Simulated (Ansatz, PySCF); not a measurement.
Pulling on the S1–S2 bond in H2S2 (SMILES SS) (multiplicity 1 held, fragments rigid). Energies count from the point at 2.072 Å.
Geometry at that point (charge 0, multiplicity 1):
| atom | x (Å) | y (Å) | z (Å) |
|---|---|---|---|
| S | -0.9122 | 0.0538 | 0.4912 |
| S | 0.9122 | 0.0567 | -0.4909 |
| H | -1.5359 | -0.8839 | -0.2489 |
| H | 1.5365 | -0.8841 | 0.2447 |

R- and RO- levels are restricted; in cc, def2 and unpolarised 6-31G sets they are followed outwards from rest. Unrestricted levels (U-) break spin symmetry where that is lower. Levels need not reach the same state.

Cores are frozen in the correlated methods. Rows in 6-31G* carry no dispersion term and start afresh at each structure (6-31G* with six Cartesian d functions).

Codes used: Ansatz (a quantum-chemistry and plane-wave program); PySCF for 6-31G* rows. 

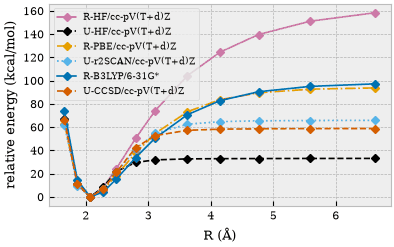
Relative energy along the coordinate

**Question.** Read off the U-HF/cc-pV(T+d)Z curve at R = 3.626.

**Answer.** about 33 kcal/mol

Doubts at one or more of the structures used: a restricted determinant that unrestricted orbitals would lower (R-HF/cc-pV(T+d)Z, R-PBE/cc-pV(T+d)Z, R-B3LYP/6-31G*); a spin-contaminated determinant (U-HF/cc-pV(T+d)Z, U-r2SCAN/cc-pV(T+d)Z, U-CCSD/cc-pV(T+d)Z); T1 above 0.05 (U-CCSD/cc-pV(T+d)Z).
